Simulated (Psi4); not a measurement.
# Frequency calculation, with input and output: AlH3 (part 3 of 3)

AlH3, SMILES [AlH3]; SVWN-RPA/cc-pVTZ, RKS (Psi4 1.11). The geometry was optimised with SVWN-RPA/cc-pVTZ.

Geometry of the input (Å):
```
Al 0.0420  0.0463  -0.0057
H  0.6388  0.7279  1.3052
H  -1.3381  -0.7461  0.0666
H  0.8257  0.1566  -1.3881
```

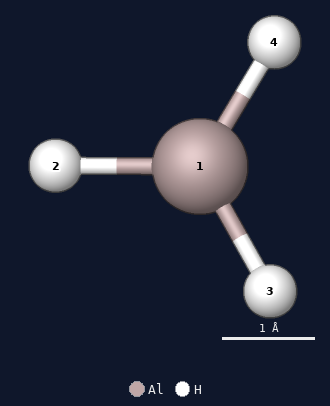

*The structure as given in the input (ball-and-stick view, seen on its broad side; atoms are numbered from 1 in the order of the input). Sticks mark near contacts.*

### Key numbers

- outcome: converged
- total energy: −243.417936 hartree
- basis functions: 76
- HOMO: −7.78 eV
- LUMO: −3.21 eV
- zero-point energy: 0.017682 hartree
- dipole moment: 0.00 D
- wavenumbers, lowest and highest: 649 and 1888 cm⁻¹
- wall time: 52 s
- peak memory: 0.4 GiB
